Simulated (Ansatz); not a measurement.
| atom | x (Å) | y (Å) | z (Å) |
| --- | --- | --- | --- |
| B | -2.0526 | 0.8120 | 0.4523 |
| O | -0.7344 | 0.7150 | 0.1451 |
| Si | 0.3456 | -0.3514 | -0.5346 |
| Cl | -0.4525 | -2.2658 | -0.5283 |
| Br | 0.6988 | 0.2996 | -2.6425 |
| B | 2.1327 | -0.3573 | 0.4213 |
| F | 2.3456 | 0.4543 | 1.4365 |
| H | -2.7944 | -0.1205 | 0.2488 |
| H | -2.4347 | 1.8510 | 0.9328 |
| H | 3.0290 | -1.0881 | 0.0716 |

The calculation used RKS B3LYP-D4/def2-SVP in Ansatz.

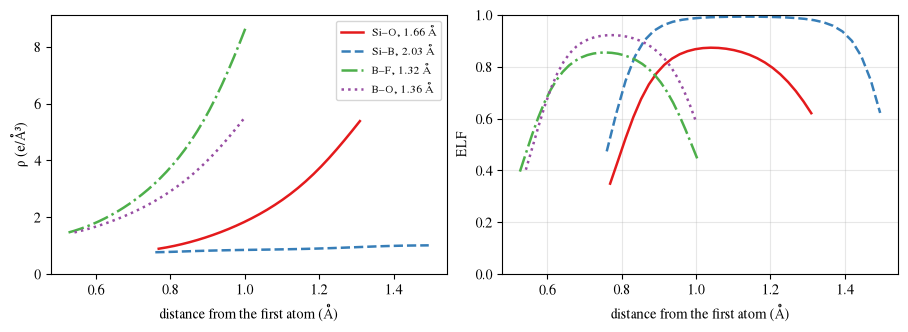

B$_{2}$BrClFH$_{3}$OSi. Total electron density and ELF along straight lines between neighbouring atoms. The curves leave out the atomic cores.

### What kind of bonding do the profiles show?

Si–O (1.66 Å): ρ is about 1.1 e/Å³ halfway; the ELF peaks at about 0.85 between the atoms; a polar covalent bond.
Si–B (2.03 Å): the density is about 0.85 e/Å³ at the midpoint; the ELF peaks at about 1 between the atoms; localised, covalent bonding.
B–F (1.32 Å): ρ at the midpoint is about 2.2 e/Å³; the ELF peaks at about 0.85 between the atoms, as expected for a shared but strongly polarised pair.
B–O (1.36 Å): ρ is about 2.1 e/Å³ halfway; the ELF peaks at about 0.90 between the atoms; a polar covalent bond.
